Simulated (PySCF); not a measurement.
CH3ClF, charge −1, SMILES `[F-].CCl`.

PySCF calculation, PBE/aug-cc-pVDZ, gas phase; geometry: GFN2-xTB. GFN2-xTB bond lengths at metals and heavier atoms can be off by up to 0.1 Å and shapes distorted, which carries into these values.

Cartesian coordinates (Å):

```
F1       2.5236    0.3064   -0.0000
C2       0.0260   -0.7709    0.0001
Cl3     -1.3993    0.2842    0.0000
H4       0.9964   -0.1852    0.0004
H5      -0.0385   -1.3892   -0.8927
H6      -0.0386   -1.3898    0.8917
```

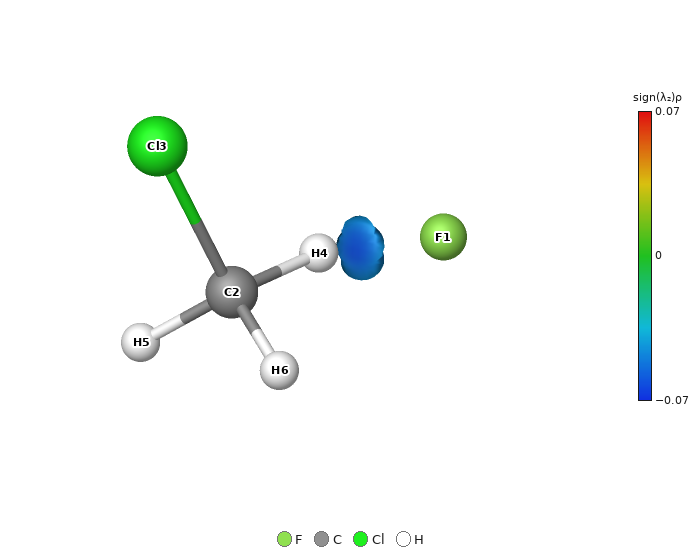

Non-covalent interaction surfaces between the fragments (reduced density gradient s = 0.4, coloured by sign(λ₂)ρ in a.u.; trimmed to the region between the fragments where ρ is under 0.1 a.u.). Fragment A: F(−1) (atom 1); fragment B: H3CCl.

> Which interactions hold the two fragments together?

Bond critical points between the fragments: F1···H4, weak C–H hydrogen bond, 1.60 Å, ρ = 0.056 a.u. It appears blue (attractive, sign(λ₂)ρ well below zero). The pose is a local one from a semi-empirical search, not shown to be the most stable. With a charged fragment, long-range electrostatics, which these surfaces don't show, weighs heavily in the interaction energy.

> How strongly are they bound?

The counterpoise-corrected interaction energy of the frozen fragments is −18.0 kcal/mol without dispersion correction and −18.4 kcal/mol with D3(BJ). The pair geometry is semi-empirical, not a minimum at this level.
